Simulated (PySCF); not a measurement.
FH₉OSi₄

```json
{"atom": "F", "x (Å)": "3.2909", "y (Å)": "-1.2875", "z (Å)": "0.0324"}
{"atom": "Si", "x (Å)": "1.7706", "y (Å)": "-1.7276", "z (Å)": "0.3900"}
{"atom": "Si", "x (Å)": "0.4693", "y (Å)": "-0.0897", "z (Å)": "-0.5752"}
{"atom": "Si", "x (Å)": "0.7688", "y (Å)": "2.1534", "z (Å)": "-0.0517"}
{"atom": "O", "x (Å)": "-1.0388", "y (Å)": "-0.5260", "z (Å)": "-0.1024"}
{"atom": "Si", "x (Å)": "-2.6395", "y (Å)": "-0.3855", "z (Å)": "0.0542"}
{"atom": "H", "x (Å)": "1.8043", "y (Å)": "-1.8053", "z (Å)": "1.8529"}
{"atom": "H", "x (Å)": "1.7206", "y (Å)": "-3.1053", "z (Å)": "-0.1060"}
{"atom": "H", "x (Å)": "0.4327", "y (Å)": "-0.2530", "z (Å)": "-2.0493"}
{"atom": "H", "x (Å)": "0.7844", "y (Å)": "2.4100", "z (Å)": "1.3960"}
{"atom": "H", "x (Å)": "-0.2698", "y (Å)": "3.0410", "z (Å)": "-0.5951"}
{"atom": "H", "x (Å)": "2.0492", "y (Å)": "2.6467", "z (Å)": "-0.5696"}
{"atom": "H", "x (Å)": "-3.1970", "y (Å)": "-0.0282", "z (Å)": "-1.2483"}
{"atom": "H", "x (Å)": "-3.0713", "y (Å)": "-1.7028", "z (Å)": "0.5109"}
{"atom": "H", "x (Å)": "-2.8788", "y (Å)": "0.6676", "z (Å)": "1.0395"}
```

Geometry: GFN2-xTB.

Method: PySCF 2.14.0, PBE0/pcSseg-1, SCF density, gas phase, non-relativistic.

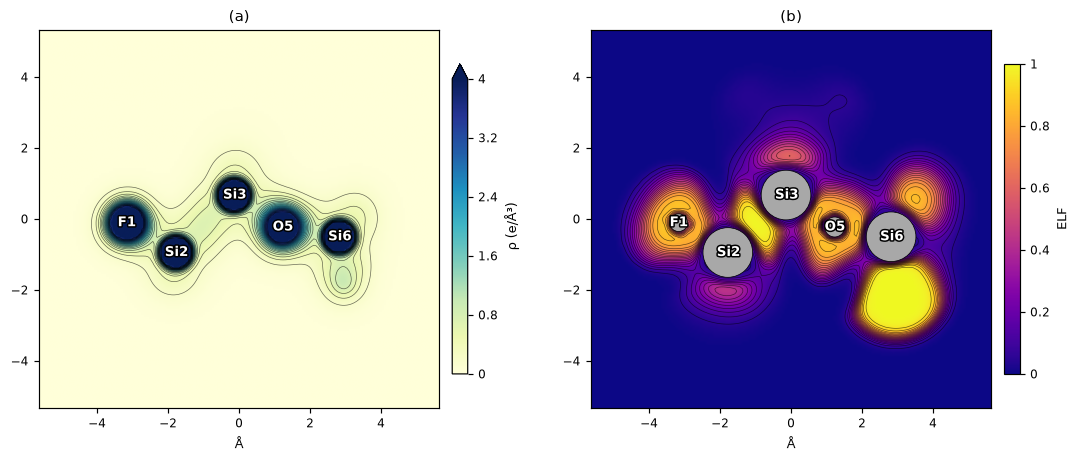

Figure 1. (a) total electron density; (b) electron localisation function on the plane of atoms Si2, Si3 and O5. Grey discs cover the atomic cores in the ELF map.

Read the bonding off the picture.

Answer.
- The plane passes through F, Si and O nuclei.
- Si–O (1.61 Å): ρ is about 1.1 e/Å³ halfway; the ELF peaks at about 0.85 between the atoms (a short, strongly polar bond).
- Si–F (1.62 Å): ρ at the midpoint is about 1 e/Å³; the ELF peaks at about 0.85 in the valence shell of F, 0.6 Å from its nucleus, and is about 0.45 at the midpoint.
- Si–Si (2.30 Å): ρ is about 0.71 e/Å³ halfway; the ELF peaks at about 1 between the atoms: a covalent bond.
- The ELF also peaks beside O5 and F1, away from the bonds: lone-pair regions.

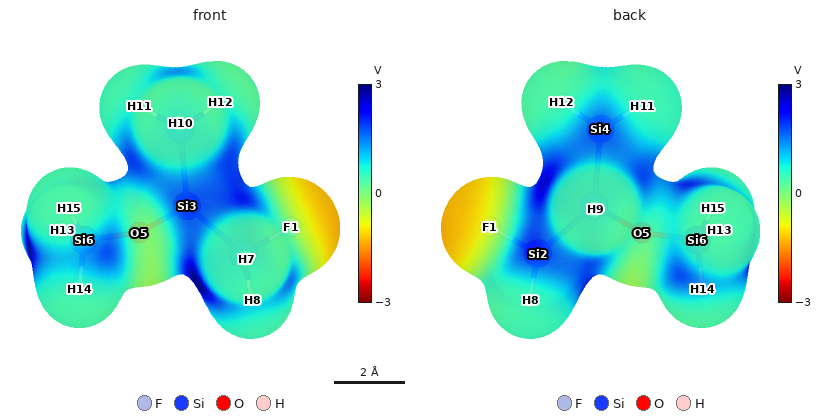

Figure 2. The electrostatic potential painted on the density surface at 0.004 e/bohr³, seen from the front and from behind; red is negative and blue positive.

Describe the electrostatic potential map.

Answer. The most negative region (about −1.3 V) lies over F1, the most positive (about +2.9 V) over Si2 and Si6.

What dipole moment does the calculation give?

Answer. Its dipole moment is 2.10 D.
